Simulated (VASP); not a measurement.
Band structure of Ho (hcp). Computed with PBE GGA with D3 dispersion (Becke-Johnson damping), VASP's PBE PAW potentials (set 64) (plane waves; VASP).

The 4f electrons are frozen in the core of the lanthanide potential, so 4f levels, which can set the real gap, and their magnetism are missing.

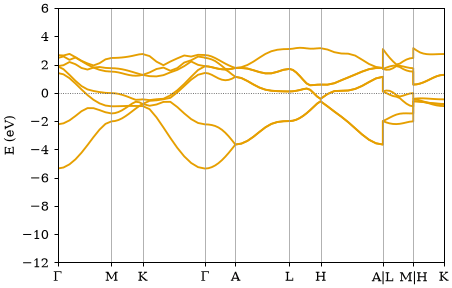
Bands along high-symmetry lines, zero at the valence-band maximum or, without a gap, the Fermi level

Problem. Read the plot: is there a gap, and where are the band edges?

Solution. It has no gap at this level: it comes out as a metal or semimetal. (Edges off the drawn lines would not show.)

The compound is Ho in the hcp structure. It was relaxed first.
